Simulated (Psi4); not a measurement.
# B3LYP5/2ZaPa-NR run of BH2SCl (SMILES SBCl)

Aim: the vertical ionisation energy of BH2SCl at B3LYP5/2ZaPa-NR, from 2 runs. 

The calculation is run with Psi4 1.11.

2 further runs of the same task are left out: 2 set aside as unsound or not needed.

## 1. The molecule

The species is BH2SCl (5 atoms), meant as a singlet with charge 0. SMILES: `SBCl`. The coordinates come from a PBE0-D4/def2-TZVP relaxation. This is one conformer, not always the lowest.

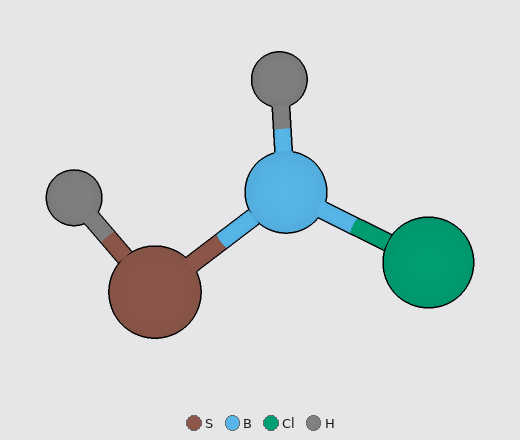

The structure, seen from a chosen angle (sulfur brown, boron blue, chlorine teal, hydrogen grey).

## 2. Energy and forces at B3LYP5/2ZaPa-NR

Contents of job.json:

```json
{
  "schema_name": "qcschema_input",
  "schema_version": 1,
  "molecule": {
    "schema_name": "qcschema_molecule",
    "schema_version": 2,
    "symbols": ["S", "B", "Cl", "H", "H"],
    "geometry": [-2.44625047, -0.01662959, -0.6113264, 0.76137066, -0.41158235, 0.31123789, 1.67939961, -3.28604476, 1.64198303, -2.18754696, 2.35875615, -1.46850617, 2.2873245, 1.21584979, 0.04856596],
    "molecular_charge": 0,
    "molecular_multiplicity": 1
  },
  "driver": "gradient",
  "model": {
    "method": "b3lyp5",
    "basis": "2ZaPa-NR"
  },
  "keywords": {
    "scf_type": "pk"
  }
}
```

The run is started by

```bash
$ psi4 --qcschema job.json -n 1 --memory 1600MB
```

stdout (excerpt; [...] marks lines left out):

```text
[...]
  Running in c1 symmetry.
[...]
  Nuclear repulsion =  115.979431432976767
[...]
  Multiplicity = 1
[...]
  Nalpha       = 20
  Nbeta        = 20
[...]
    Number of basis functions: 84
[...]
   @RKS iter   1:  -884.27457949510415   -1.38366e-01   5.03086e-03 DIIS/ADIIS
[...]
   @RKS iter  11:  -884.39485879243216   -2.38742e-12   6.51859e-09 DIIS
[...]
    Orbital Energies [Eh]
    ---------------------
    Doubly Occupied:
       1A   -101.540225     2A    -88.888359     3A     -9.466184
       4A     -7.960438     5A     -7.225168     6A     -7.220540
       7A     -7.218604     8A     -6.829037     9A     -5.922533
      10A     -5.918323    11A     -5.916324    12A     -0.850906
      13A     -0.762861    14A     -0.514179    15A     -0.454726
      16A     -0.404676    17A     -0.363602    18A     -0.362411
      19A     -0.310211    20A     -0.293939
[...]
  @RKS Final Energy:  -884.39485879243216
   => Energetics <=
    Nuclear Repulsion Energy =            115.9794314329767673
    One-Electron Energy =               -1450.3470463253047456
    Two-Electron Energy =                 497.1857234527463447
    DFT Exchange-Correlation Energy =     -47.2129673528505052
    Empirical Dispersion Energy =           0.0000000000000000
    VV10 Nonlocal Energy =                  0.0000000000000000
    Total Energy =                       -884.3948587924321600
[...]
 Multipole Moments:
 ------------------------------------------------------------------------------------
     Multipole            Electronic (a.u.)      Nuclear  (a.u.)        Total (a.u.)
 ------------------------------------------------------------------------------------
 L = 1.  Multiply by 2.5417464519 to convert [e a0] to [Debye]
 Dipole X            :          1.0915664           -1.1800879           -0.0885215
 Dipole Y            :         -2.9820645            3.5974647            0.6154002
 Dipole Z            :          1.4147644           -1.6739440           -0.2591796
 Magnitude           :                                                    0.6735930
[...]
  -Total Gradient:
     Atom            X                  Y                   Z
    ------   -----------------  -----------------  -----------------
       1        0.006306202648     0.002062967987     0.000721435099
       2       -0.001367878080    -0.003365106507     0.000984435647
       3       -0.002819255408     0.007412454160    -0.003549601451
       4        0.000250487903    -0.003714467251     0.001487027347
       5       -0.002355955395    -0.002396385004     0.000360202116
[...]
```

The result, in JSON:

```text
{
 "driver": "gradient",
 "model": {
  "method": "b3lyp5",
  "basis": "2ZaPa-NR"
 },
 "success": true,
 "return_result": [0.006306202648187487, 0.0020629679874354934, 0.000721435098925598, -0.0013678780795357247, -0.003365106506774948, 0.0009844356472216795, -0.002819255407508957, 0.007412454159572729, -0.003549601450531445, 0.0002504879026592084, -0.003714467250674508, 0.0014870273473140266, -0.0023559553949786677, -0.0023963850037153206, 0.0003602021156641558],
 "properties": {
  "calcinfo_nbasis": 84,
  "calcinfo_nmo": 84,
  "calcinfo_nalpha": 20,
  "calcinfo_nbeta": 20,
  "calcinfo_natom": 5,
  "nuclear_repulsion_energy": 115.97943143297677,
  "return_energy": -884.3948587924322,
  "return_gradient": [0.006306202648187487, 0.0020629679874354934, 0.000721435098925598, -0.0013678780795357247, -0.003365106506774948, 0.0009844356472216795, -0.002819255407508957, 0.007412454159572729, -0.003549601450531445, 0.0002504879026592084, -0.003714467250674508, 0.0014870273473140266, -0.0023559553949786677, -0.0023963850037153206, 0.0003602021156641558],
  "scf_one_electron_energy": -1450.3470463253047,
  "scf_two_electron_energy": 497.18572345274634,
  "scf_xc_energy": -47.212967352850505,
  "scf_dipole_moment": [-0.08852147726521409, 0.6154002464646435, -0.2591795847055389],
  "scf_total_energy": -884.3948587924322,
  "scf_total_gradient": [0.006306202648187487, 0.0020629679874354934, 0.000721435098925598, -0.0013678780795357247, -0.003365106506774948, 0.0009844356472216795, -0.002819255407508957, 0.007412454159572729, -0.003549601450531445, 0.0002504879026592084, -0.003714467250674508, 0.0014870273473140266, -0.0023559553949786677, -0.0023963850037153206, 0.0003602021156641558],
  "scf_iterations": 11
 }
}
```

Run time: 6.6 s. Hardware: 1 thread of AMD EPYC 9R45 (Zen 5), shared host; peak memory 0.54 GiB.

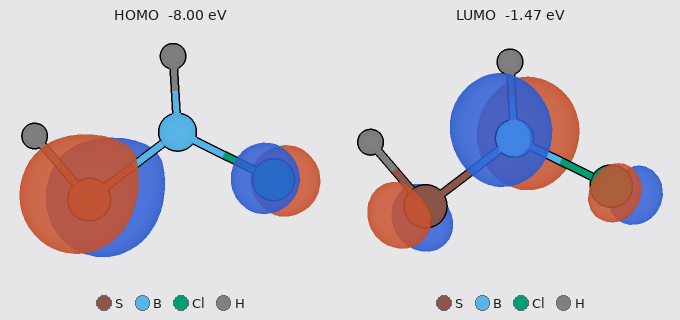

Frontier orbitals of this run, surfaces at ±0.2 Å^-3/2.

## 3. The doublet cation, same level

Contents of bclh2s.py:

```python
import psi4

psi4.set_memory('1600 MB')
psi4.set_num_threads(1)
psi4.core.set_output_file('bclh2s.out', False)

mol = psi4.geometry("""
1 2
S     -1.294500    -0.008800    -0.323500
B      0.402900    -0.217800     0.164700
Cl     0.888700    -1.738900     0.868900
H     -1.157600     1.248200    -0.777100
H      1.210400     0.643400     0.025700
""")

options = {'reference': 'uks', 'scf_type': 'pk'}
psi4.set_options(options)

e, wfn = psi4.gradient("b3lyp5/2ZaPa-NR", molecule=mol, return_wfn=True)
print('gradient / Eh bohr^-1')
print(e.np.round(6))
print(f'energy = {wfn.energy():.10f} Eh')
```

The run is started by

```bash
$ python bclh2s.py
```

bclh2s.out (excerpt; [...] marks lines left out):

```text
[...]
  Running in c1 symmetry.
[...]
  Nuclear repulsion =  115.979431471867400
[...]
  Multiplicity = 2
[...]
  Nalpha       = 20
  Nbeta        = 19
[...]
    Number of basis functions: 84
[...]
   @UKS iter   1:  -883.93796569123083    1.98249e-01   3.78097e-03 ADIIS/DIIS
[...]
   @UKS iter  14:  -884.00822620037638   -1.47793e-12   7.68204e-09 DIIS
[...]
   @S^2 Observed:                7.600958204E-01
[...]
  @UKS Final Energy:  -884.00822620037638
   => Energetics <=
    Nuclear Repulsion Energy =            115.9794314718674002
    One-Electron Energy =               -1439.7917023566246826
    Two-Electron Energy =                 486.7669775894529494
    DFT Exchange-Correlation Energy =     -46.9629329050720727
    Empirical Dispersion Energy =           0.0000000000000000
    VV10 Nonlocal Energy =                  0.0000000000000000
    Total Energy =                       -884.0082262003763844
[...]
 Multipole Moments:
 ------------------------------------------------------------------------------------
     Multipole            Electronic (a.u.)      Nuclear  (a.u.)        Total (a.u.)
 ------------------------------------------------------------------------------------
 L = 1.  Multiply by 2.5417464519 to convert [e a0] to [Debye]
 Dipole X            :          0.4312457           -1.1800879           -0.7488422
 Dipole Y            :         -2.3377426            3.5974647            1.2597222
 Dipole Z            :          1.0072826           -1.6739440           -0.6666614
 Magnitude           :                                                    1.6100006
[...]
  -Total Gradient:
     Atom            X                  Y                   Z
    ------   -----------------  -----------------  -----------------
       1        0.036253258208     0.008084614111     0.005569418249
       2       -0.047111624258     0.008922739914    -0.014747661611
       3        0.008207827344    -0.005782772497     0.004202294821
       4        0.000650014275    -0.009879634181     0.003981105956
       5        0.002015645939    -0.001345740428     0.000998804641
[...]
```

On the terminal:

```text
gradient / Eh bohr^-1
[[ 0.036253  0.008085  0.005569]
 [-0.047112  0.008923 -0.014748]
 [ 0.008208 -0.005783  0.004202]
 [ 0.00065  -0.00988   0.003981]
 [ 0.002016 -0.001346  0.000999]]
energy = -884.0082262004 Eh
```

Run time: 9 s. Hardware: 1 thread of AMD EPYC 9R45 (Zen 5), shared host; peak memory 0.54 GiB.

## 4. Outcome

At B3LYP5/2ZaPa-NR:

| quantity | value |
| --- | --- |
| singlet BH2SCl: total energy | -884.39486 Eh |
| singlet BH2SCl: dipole moment | 1.71 D |
| singlet BH2SCl: HOMO energy | -8.00 eV |
| singlet BH2SCl: LUMO energy | -1.47 eV |
| singlet BH2SCl: HOMO–LUMO gap | 6.53 eV |
| singlet BH2SCl: largest force on an atom | 0.447 eV/Å |
| doublet cation: total energy | -884.00823 Eh |
| doublet cation: HOMO energy (highest over α and β) | -14.57 eV |
| doublet cation: LUMO energy (lowest over α and β) | -13.04 eV |
| doublet cation: ⟨S²⟩ | 0.760 |
| doublet cation: largest force on an atom | 2.580 eV/Å |
| vertical ionisation energy (to the doublet cation) | 10.521 eV |

What this shows: Removing an electron at fixed nuclei costs 10.52 eV (243 kcal/mol). The largest force (singlet BH2SCl) is 0.45 eV/Å: the shape isn't a stationary point for this species at this level. −ε(HOMO) before ionisation, 8.00 eV, is 2.52 eV below this ionisation energy.
